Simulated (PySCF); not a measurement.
B₂NH₅, SMILES BNB, geometry in Å:

```xyz
8

B      1.2864     0.0909     0.1130
N     -0.0144    -0.4769     0.1341
B     -1.2256     0.1892    -0.1893
H      2.2363    -0.5950     0.4107
H      1.4114     1.2483    -0.2034
H     -0.0854    -1.4535     0.4045
H     -1.1837     1.3500    -0.5149
H     -2.2686    -0.4198    -0.1322
```

Simulated rotational absorption lines between 20 and 120 GHz at 20 K: rigid rotor with the equilibrium constants and dipole of one optimised conformer (PBE0-D3(BJ)/def2-SVP, PySCF), commonest isotopes; no centrifugal distortion, hyperfine structure, internal rotation or nuclear-spin weights; lines within 1 MHz of each other are summed.

What are the rotational constants, and what kind of rotor is it?

Answer. Rotational constants A, B, C = 49.80, 10.29, 8.526 GHz; Ray's κ = −0.91, a near-prolate asymmetric top.

Assign the strongest lines, as J(Ka,Kc).

Answer.
```
   GHz   upper   lower  type  relative intensity
106.98  4(1,4)  3(0,3)     b                1.00
110.23  5(2,3)  5(1,4)     b                0.77
113.36  4(2,2)  4(1,3)     b                0.76
103.61  7(0,7)  6(1,6)     b                0.72
107.13  6(2,4)  6(1,5)     b                0.71
 91.57  3(1,3)  2(0,2)     b                0.67
116.24  3(2,1)  3(1,2)     b                0.66
104.39  7(2,5)  7(1,6)     b                0.61
```

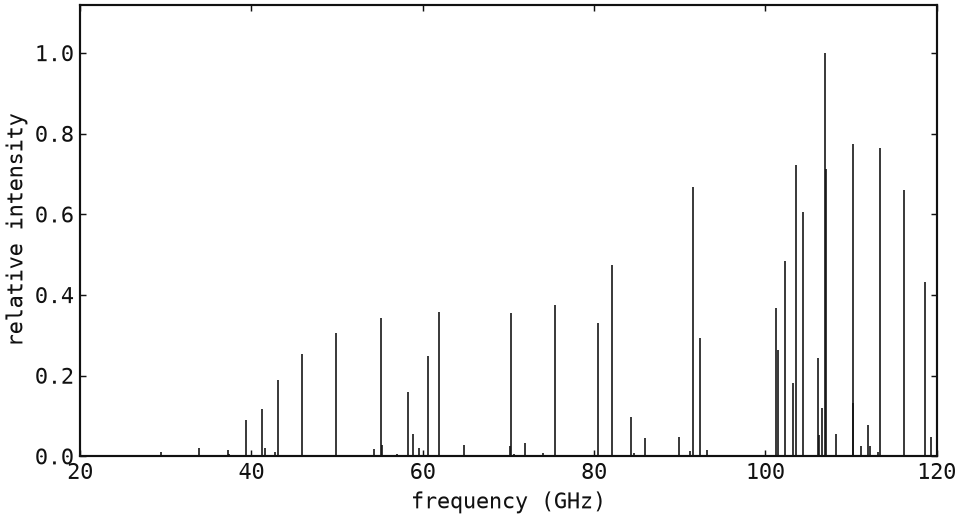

Note: coarse grid, loose stop and no frequency check, small forces are noise and the end may be a saddle.
